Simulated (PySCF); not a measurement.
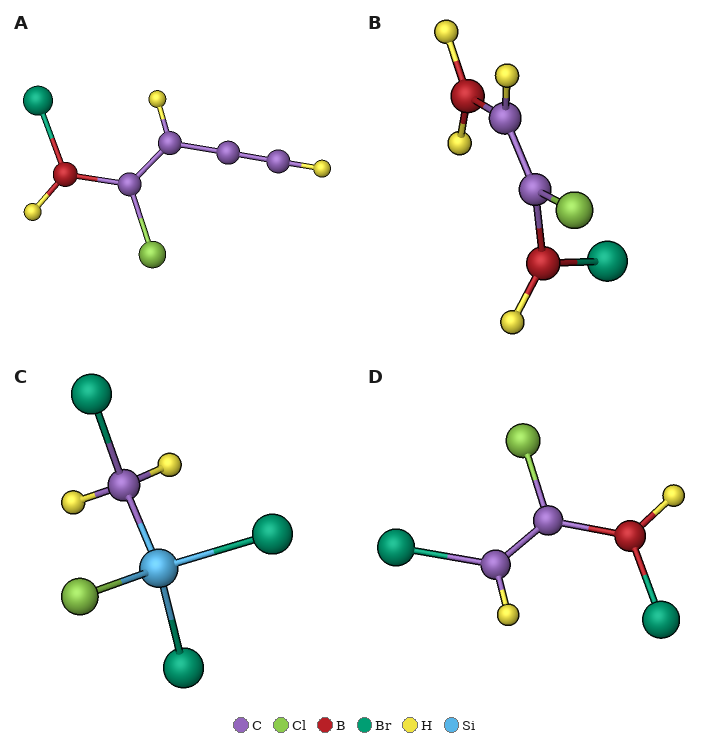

The picture comes from a calculation with PySCF.

```xyz
10
charge 0, multiplicity 1
C     2.8264    0.4118   -0.2490
C     1.6247    0.4775   -0.2657
C     0.2281    0.5425   -0.2799
C    -0.5940   -0.5203   -0.1097
Cl    0.1532   -2.0821    0.1381
B    -2.1306   -0.4626   -0.1130
Br   -2.9913    1.1685   -0.3644
H     3.8746    0.3631   -0.2362
H    -0.1986    1.5261   -0.4383
H    -2.7837   -1.4200    0.0427
```

**Which panel shows the molecule in this file?**

A. The file holds C4H3BBrCl, `C#C/C=C(\Cl)BBr`.
